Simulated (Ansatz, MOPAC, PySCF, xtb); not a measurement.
C2H4 (SMILES C=C) and CH6Si (SMILES C[SiH3]) are pulled apart as rigid monomers along the line of their centres of mass, from the B3LYP-D3(BJ)/def2-TZVP minimum. Starting geometry (charge 0, multiplicity 1):
```xyz
14

C      0.49074    -0.01534     0.01816
C     -0.80891     0.21796     0.12473
H      1.21802     0.54424     0.59331
H      0.88059    -0.77580    -0.64766
H     -1.53757    -0.34112    -0.44987
H     -1.19579     0.97848     0.79195
C     -0.76147    -1.01624     3.77078
Si     0.53206     0.33672     3.86161
H     -1.71560    -0.66988     4.17235
H     -0.45008    -1.88978     4.34650
H     -0.91681    -1.32425     2.73621
H      0.10112     1.53423     3.09916
H      1.82392    -0.12748     3.30021
H      0.76119     0.74818     5.26905
```

Interaction energies with rigid monomers; basis-set methods are counterpoise corrected unless marked otherwise.

The state that AM1 reach isn't checked.

The values were computed with Ansatz (Gaussian basis) for Hartree–Fock, density functionals and correlated methods; MOPAC for AM1 (differences of heats of formation); PySCF for the dispersion terms; xtb for the GFN methods. Each number belongs to the level named beside it.

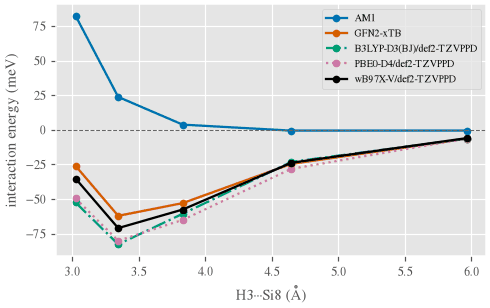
*Interaction energy against separation*

### Question
Which level binds most strongly at H3···Si8 = 3.35, and by how much?

### Answer
B3LYP-D3(BJ)/def2-TZVPPD, -83 meV.

Ansatz is an electronic-structure program.
